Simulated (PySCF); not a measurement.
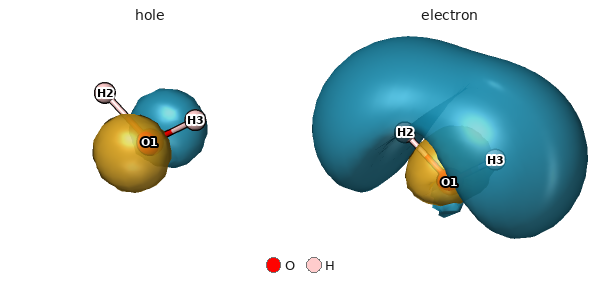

Figure 1: H2O, SMILES `O`. Leading natural transition orbital pair of S₁ (CIS singlet states); the surfaces enclose about 70 % of each orbital's density.

Computed with PySCF, HF/6-31G*, geometry: GFN2-xTB. No frequency check shows the geometry to be a minimum. Without diffuse functions Rydberg states are missing, so the states' numbers hold for this basis only.

Give its energy and the atoms that hole and electron lie on.

9.61 eV (129 nm), f = 0.018, partly diffuse acceptor orbital, which a basis without diffuse functions describes poorly; the leading pair carries 100 %; hole on O1 (89 %) and H2 and H3 (5 % each), electron on H2 and H3 (33 % each) and O1 (33 %) (atom shares of so diffuse an orbital are rough); their centroids lie 0.7 Å apart. In canonical orbitals it is mainly HOMO → LUMO (98 %). The HOMO–LUMO gap is 19.34 eV.

The PySCF run took 0.81 s on 1 thread of Arm Neoverse V1, on a shared host, peak memory 0.17 GiB.
